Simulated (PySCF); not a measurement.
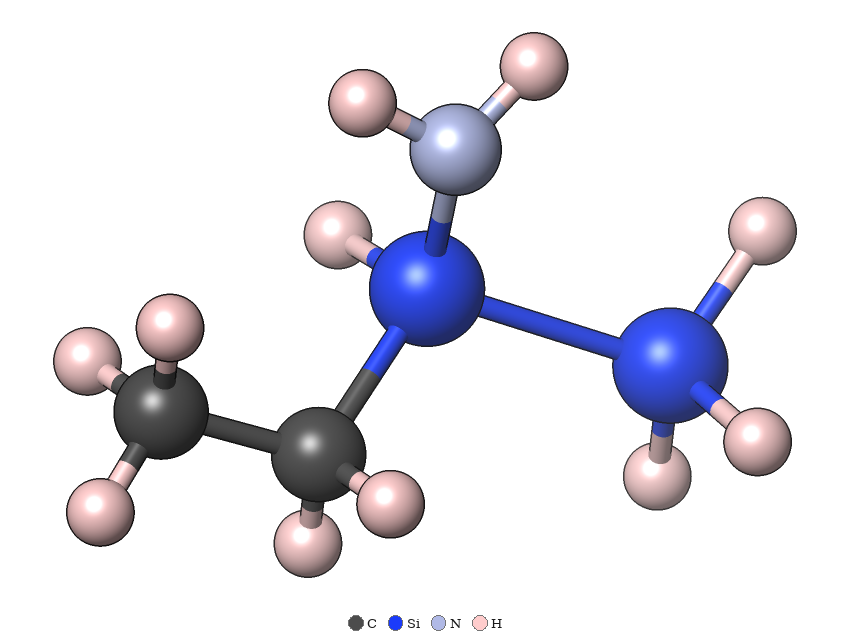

The picture shows a molecular structure as a ball-and-stick model. Every bond is drawn as one stick, whatever its order.

The computed structure is the end point of a PBE0-D3(BJ)/def2-SVP optimisation. No frequency run is at hand to confirm it as a minimum.

Question: Give the formula.

Answer: C2H11NSi2, 16 atoms: 2 carbon, 11 hydrogen, 1 nitrogen and 2 silicon.

Question: Name functional groups in it.

Answer: Among them: Si–H bond, Si–N bond.

Question: Give a SMILES string for it.

Answer: CC[Si@@H](N)[SiH3]

Question: Describe its rings.

Answer: It has no ring.

The parts below concern this one geometry. Atoms keep their numbers from picture to picture.

### Symmetry

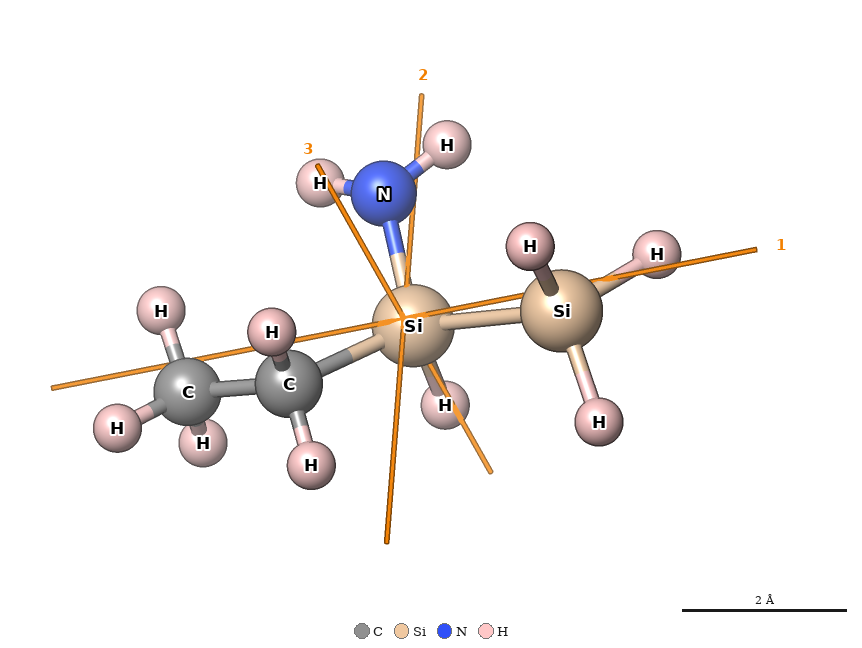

The three principal axes of inertia are drawn and numbered. Depth is shown by fading: the farther an atom, the more it takes the colour of the background. No frequency run is at hand to confirm it as a minimum. Masses are those of the most abundant isotopes; constants are for the rigid equilibrium geometry.

Question: Which line is the a axis (least moment of inertia), which b and which c?

Answer: a is line 1, b is line 2, c is line 3; the moments are 107, 315, 387 u Å².

Question: Classify the rotor and give the rotational constants (MHz).

Answer: An asymmetric top (C1): A = 4702, B = 1603, C = 1305 MHz. Ray's parameter κ is −0.82, nearer the prolate limit.

### Dipole moment

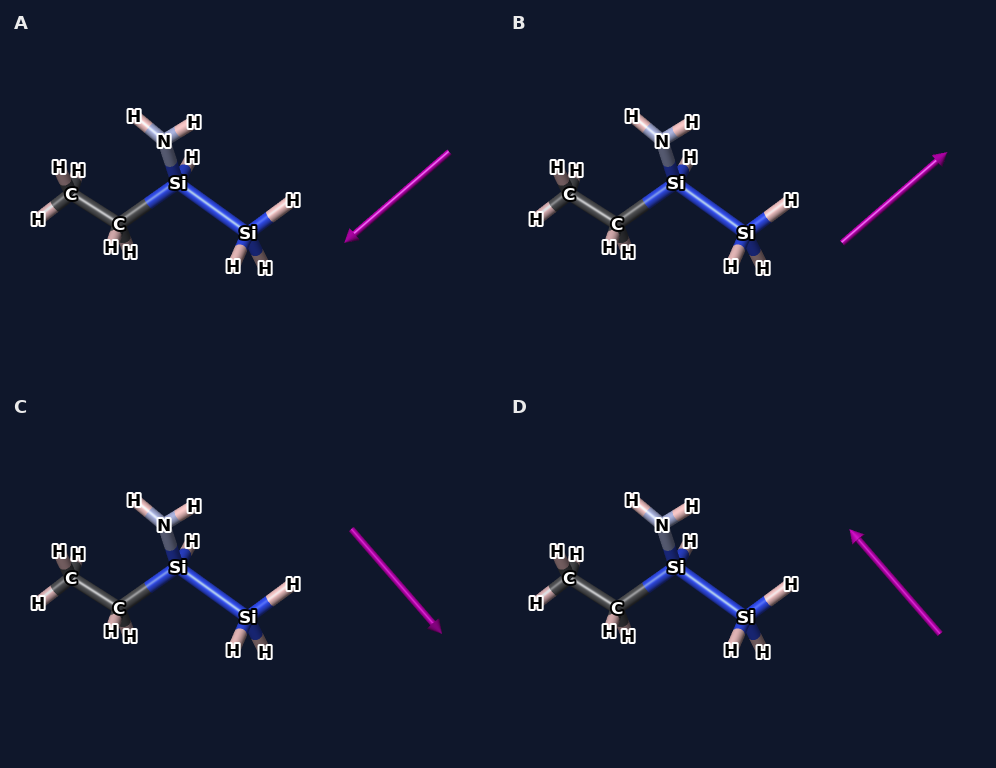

The same molecule four times, each with an arrow. No frequency run is at hand to confirm it as a minimum. Method: CAM-B3LYP/def2-SVPD, gas phase (PySCF 2.14.0).

Question: Which arrow points along the dipole moment, from the negative to the positive end?

Answer: D. The dipole moment is 1.28 D.

### Core levels

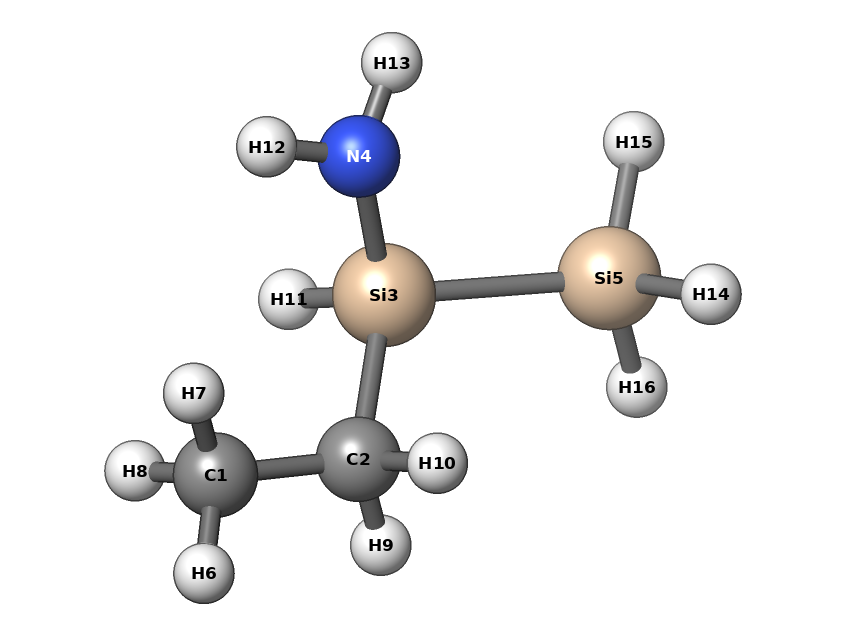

No frequency run is at hand to confirm it as a minimum. Properties computed with delta-SCF UKS SCAN, pcX-2 on the ionised atom, pcseg-1 elsewhere, spin-free X2C (PySCF 2.14.0).

Give the core-electron binding energies (to vacuum; p and d levels without spin–orbit splitting) of C1 1s, C2 1s, Si3 1s, Si3 2p, N4 1s, Si5 1s, Si5 2p.

```csv
atom,level,binding energy (eV)
C1,1s,290.6
C2,1s,290.0
Si3,1s,1846.1
Si3,2p,106.4
N4,1s,404.5
Si5,1s,1845.9
Si5,2p,106.4
```

### NMR shielding

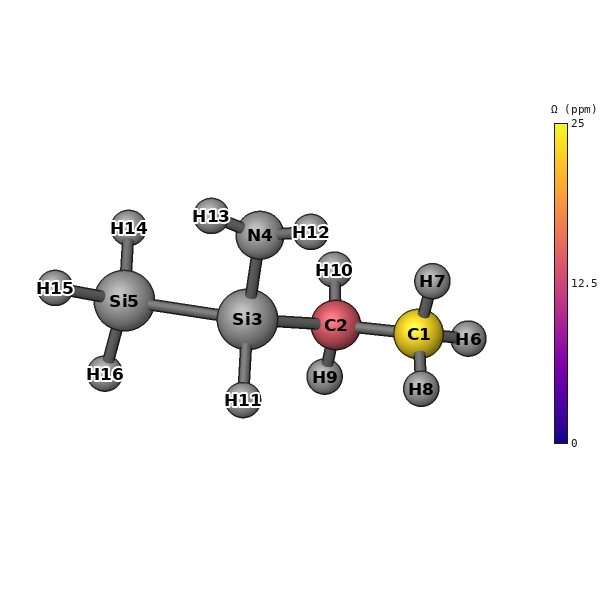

The C atoms are coloured by the span of their shielding tensor. No frequency run is at hand to confirm it as a minimum. Properties computed with GIAO PBE0/pcSseg-1 NMR shielding, non-relativistic, gas phase (PySCF 2.14.0). Principal shieldings σ11 ≤ σ22 ≤ σ33, span Ω = σ33 − σ11, skew κ = 3(σiso − σ22)/Ω.

Question: Which C atom has the most anisotropic shielding?

Answer: C1, with a span of 23 ppm.

Give the shielding tensors of the C atoms.

```
atom    σ11    σ22    σ33   σiso     Ω      κ
  C1  163.2  172.3  186.4  174.0  23.2   0.21
  C2  166.4  175.1  180.7  174.1  14.3  −0.22
```

Shieldings and span in ppm.
